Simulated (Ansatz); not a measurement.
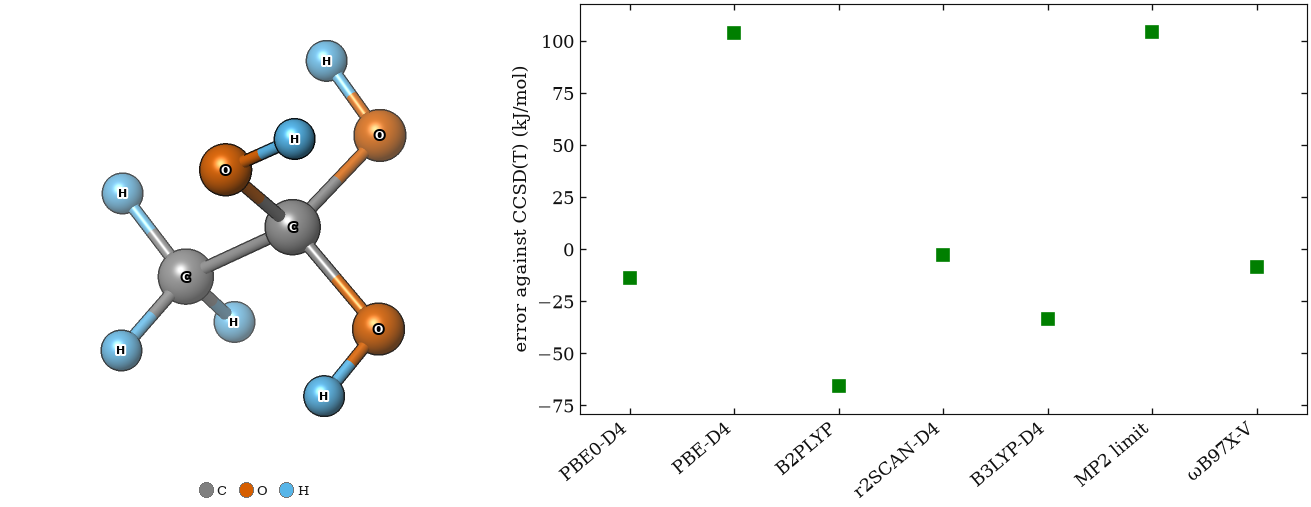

Error in the electronic atomisation energy (method less reference, so positive means overbinding) of C₂H₆O₃, SMILES CC(O)(O)O: functionals in def2-TZVPP against frozen-core CCSD(T) at the limit (MP2 extrapolated from triple and quadruple zeta, plus CCSD(T) less MP2 in a smaller set), which gives 4320.7 kJ/mol, at a PBE0-D4/def2-TZVP geometry (no frequency check), no zero-point or spin-orbit term, the Ansatz code 0.2.0. The reference leaves out core correlation, a term that grows with the number of heavy atoms. B2PLYP holds a correlation term that converges slowly with the basis, so part of the distance to the limit is basis error. No dispersion term is added to B2PLYP. Limit means the basis limit.

**What range do the values span?**

From −65.5 kJ/mol (B2PLYP) to 104.2 kJ/mol (MP2 limit).

**Give the values.**

| level | kJ/mol |
| --- | --- |
| PBE0-D4 | −14.0 |
| PBE-D4 | 103.8 |
| B2PLYP | −65.5 |
| r2SCAN-D4 | −2.7 |
| B3LYP-D4 | −33.6 |
| MP2 limit | 104.2 |
| ωB97X-V | −8.7 |
